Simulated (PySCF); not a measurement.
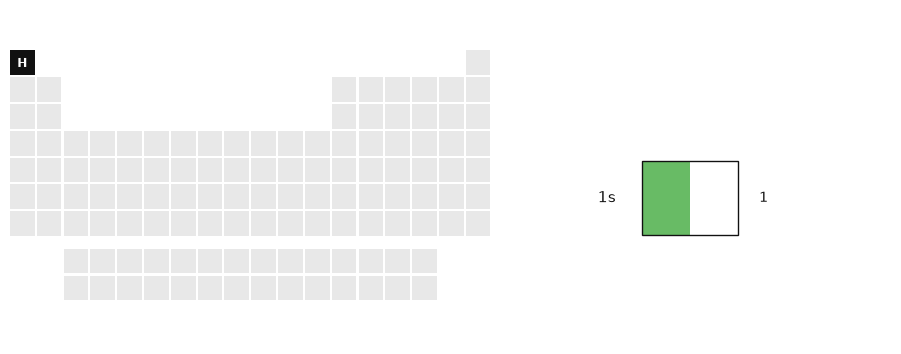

Fig. 1: Left, the place of hydrogen in the periodic table; right, the outer shells of the nominal configuration: a box for each of the 2l + 1 orbitals, shaded by the share of the shell that is filled, with the electron count at the right.

**Run report: H, atomic calculation**

System: H, configuration 1s1, multiplicity 2.
Method: unrestricted HF, ANO-RCC-VTZP, spin-free X2C-1e, Gaussian nucleus (PySCF).

Output (extracts):
```
damping factor = 0
level_shift factor = 0
DIIS = <class 'pyscf.scf.diis.CDIIS'>
diis_start_cycle = 1
diis_space = 10
diis_damp = 0
SCF conv_tol = 1e-09
SCF conv_tol_grad = None
number electrons alpha = 1  beta = 0
cycle= 1 E= -0.499951259192947  delta_E= -1.67e-09  |g|= 8.7e-06  |ddm|= 6.23e-05
cycle= 2 E= -0.499951259347752  delta_E= -1.55e-10  |g|= 2.72e-06  |ddm|= 1.96e-05
converged SCF energy = -0.499951259347752  <S^2> = 0.75  2S+1 = 2
```

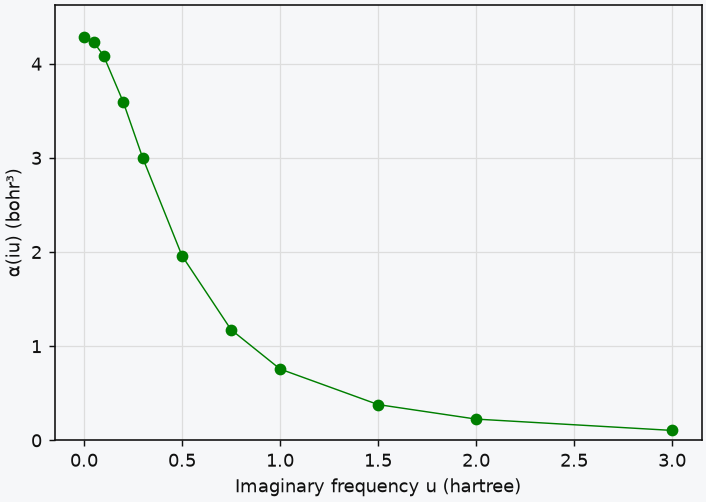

Fig. 2: Dipole polarisability at imaginary frequency of neutral hydrogen (1s). Coupled response at the HF level; PySCF, ANO-RCC-VTZP, spin-free X2C-1e, unrestricted single determinants, no spin-orbit coupling. The static dipole polarisability is 4.28 bohr³ (the recommended value is 4.51); α(iu) falls to half of it near u = 0.46 hartree. The Casimir–Polder integral gives C₆ = 6.33 hartree bohr⁶ for two such species.

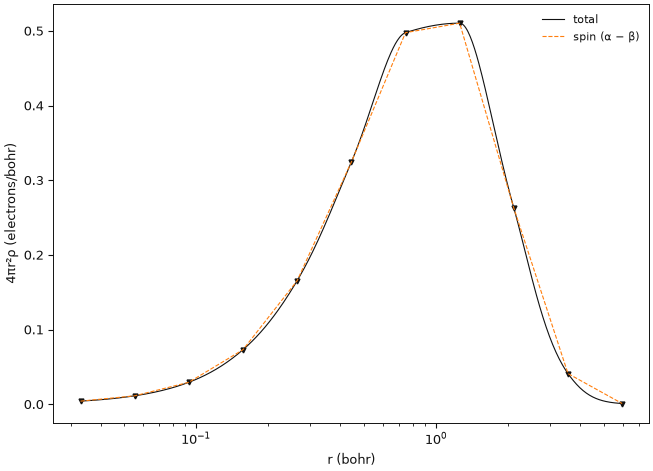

Fig. 3: Spherically averaged radial density 4πr²ρ of the mean field and its spin part; markers are the stored points, which are sparse, and the line is a monotone interpolation between them. The largest stored value is 0.510 electrons/bohr at r = 1.3 bohr. Root-mean-square radii of the shells: 1s 1.73 bohr.

The input:
```python
from pyscf import gto, scf, dft, mp, cc
import basis_set_exchange as bse
mol = gto.M(atom="H 0 0 0", charge=0, spin=1, symmetry="D2h",
            basis=gto.basis.parse(bse.get_basis("ANO-RCC-VTZP", elements=["H"], fmt="nwchem")),
            nucmod="G")
mf = scf.UHF(mol).sfx2c1e()
mf.irrep_nelec = {'Ag': (1, 0)}
mf.kernel()
```

The script is an equivalent of what the driver set up; the driver started from orbitals of its own, so the log can be shorter than this script's would be, and it computed the properties (radii, ⟨L²⟩, response) afterwards. It held the occupations shell by shell, which the script's counts by irreducible representation don't always enforce.

Summary:

- outcome: converged
- total energy: −0.499951 hartree
- ⟨S²⟩: 0.750
- static polarisability: 4.28 bohr³
- C₆ of the like pair: 6.33 hartree bohr⁶
- SCF iterations: 2
- hardware: 1 CPU thread, shared host

Notes:

Caveats: basis without added diffuse functions.
